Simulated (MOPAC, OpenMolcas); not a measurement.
**A ladder of methods for CH5Ge (SMILES [CH3][GeH2])**

CH5Ge: 7 atoms, total charge 0, spin state doublet. SMILES: `[CH3][GeH2]`. The shape is that of a PBE0-D4/def2-TZVP optimisation.

Each level gives the dipole moment (D). The values are calculated.

| level | kind | program | value (D) | CPU time |
| --- | --- | --- | --- | --- |
| PM6 | semi-empirical | MOPAC | 1.05 | under 2 s |
| UHF/def2-TZVP | Hartree–Fock | OpenMolcas | 0.77 | 26 s |
| USVWN5/def2-TZVP | LDA | OpenMolcas | 0.87 | 61 s |
| U-revPBE/def2-TZVP | GGA | OpenMolcas | 0.87 | 79 s |
| UM06-L/def2-TZVP | meta-GGA | OpenMolcas | 0.85 | 94 s |
| UPBE0/def2-TZVP | global hybrid | OpenMolcas | 0.83 | 76 s |

All-electron rows without a relativistic Hamiltonian named are non-relativistic. The values span 0.77 to 1.05 D. Magnitudes only. CPU times are rough (shared hosts, several kinds of processor): they show what a rung costs within a factor of a few.

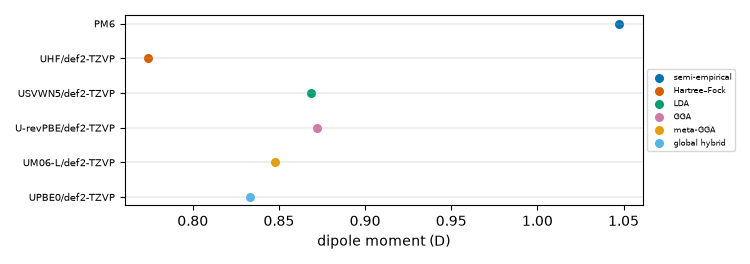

The values of the table, level by level.
